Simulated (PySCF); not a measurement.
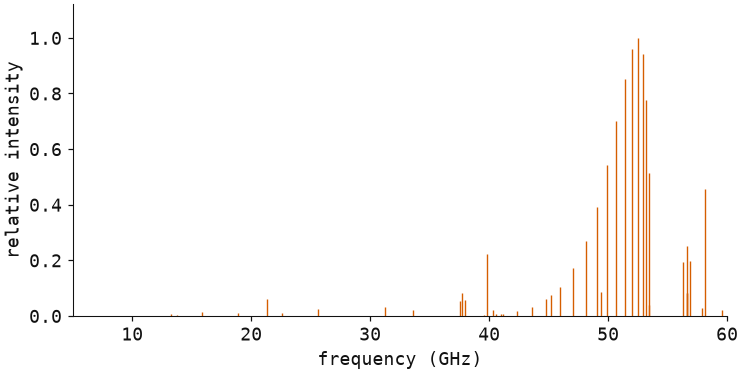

Simulated rotational absorption lines between 5 and 60 GHz at 20 K: rigid rotor with the equilibrium constants and dipole of one optimised conformer (PBE0-D3(BJ)/def2-SVP, PySCF), commonest isotopes; no centrifugal distortion, hyperfine structure, internal rotation or nuclear-spin weights; lines within 1 MHz of each other are summed.

**Which molecule gives this spectrum?**
A. GeNH₅, SMILES [NH2][GeH3], singlet
B. CH₈BNO, SMILES CO[BH2-][NH3+]
C. AlH₂Cl, SMILES [AlH2][Cl], singlet
D. C₃H₅B, SMILES BC1=CC1

Option A. Rotational constants A, B, C = 62.93, 9.537, 9.333 GHz, |μa|, |μb|, |μc| = 0.54, 0.00, 1.10 D.

Caveats: coarse grid, loose stop and no frequency check, small forces are noise and the end may be a saddle.
